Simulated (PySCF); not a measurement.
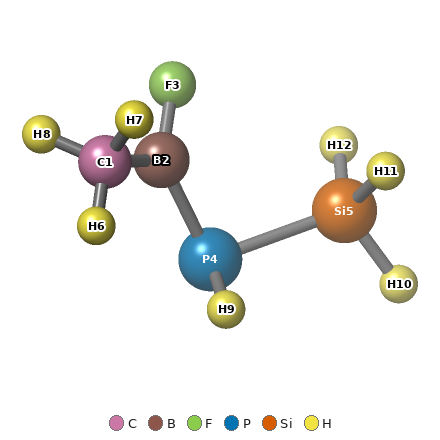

CH₇BFPSi, SMILES CB(F)P[SiH3]. Vertical core-electron binding energies by ΔSCF (SCAN, def2-TZVP on the ionised atom, pcseg-1 elsewhere, spin-free X2C; PySCF 2.14.0, at a PBE0-D3(BJ)/def2-SVP geometry (no frequency check)), gas phase, against the vacuum level. One atom of each kind was ionised; within a panel, areas follow the number of like atoms and 2j + 1 (2p levels are split by first-order spin-orbit coupling, an approximation), Gaussians of 0.4 eV full width. Only the regions named are shown.

> Predict the Si 2p photoelectron lines.

| level | atoms | binding energy (eV) |
| --- | --- | --- |
| Si 2p1/2 | Si5 | 107.7 |
| Si 2p3/2 | Si5 | 107.1 |

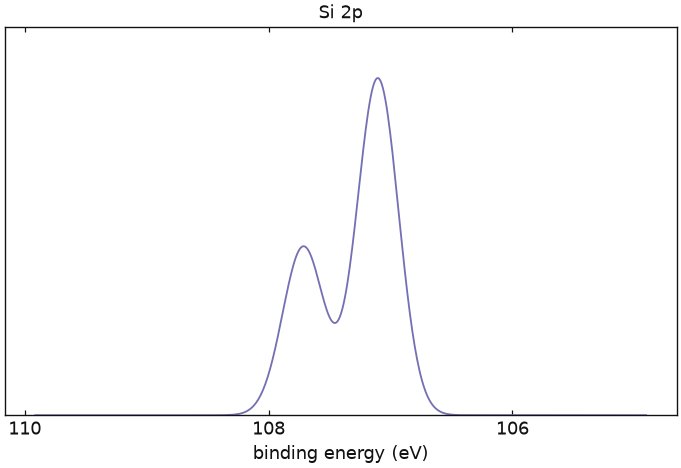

Caveats: one conformer of a flexible molecule.
